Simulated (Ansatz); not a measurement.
The starting structures come from a database of crystals and need not be the phases stable at ambient conditions.

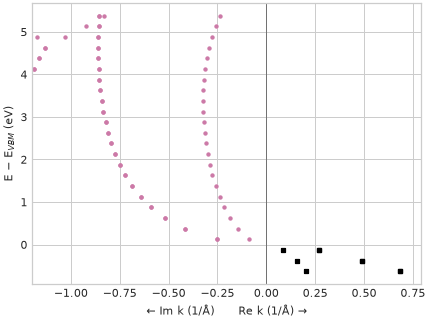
Figure: Complex bands at the centre of the two-dimensional zone; r2SCAN in Ansatz (a first-principles code)

The gap is the functional's own. No spin-orbit coupling. Mid-gap values are interpolated on the energy grid.

Question: This is AlN (Fm-3m, rock salt, not sure to be the ambient phase, 2 atoms a cell, 8.4 Å³ an atom, -6 GPa at this level) along the normal of (111). Read off the slowest decay at the centre of the two-dimensional zone at 2.62 eV, the computed energy nearest the middle of the gap.

Answer: κ ≈ 0.32 1/Å, a decay length 1/(2κ) of the density of 1.6 Å.
